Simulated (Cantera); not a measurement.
A closed system holds: 1 mol SiCl₄, 8.9 mol H₂, held at 16500 Torr.

Equilibrium computed with Cantera from the NASA thermochemical tables; the gas is ideal and each condensed phase is pure. Candidate condensed phases: Si; 19 gas species. The tables' values for SiCl₃ are old estimates; treat these amounts as uncertain. Kinetics and transport are ignored.

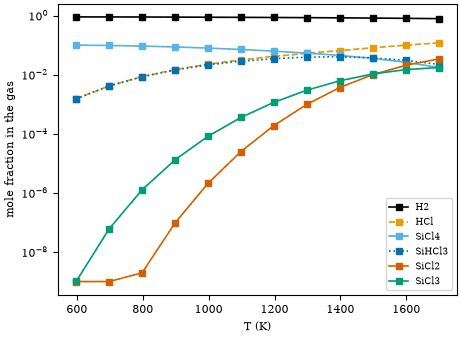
Figure. Equilibrium gas composition (values under 1e-9 drawn at 1e-9)

**Question.** Read off the mole fractions at 1198 K.

**Answer.** H₂ about 0.86, SiCl₄ about 0.062, HCl about 0.041, SiHCl₃ about 0.035, SiCl₃ about 0.0012, SiCl₂ about 0.00019.
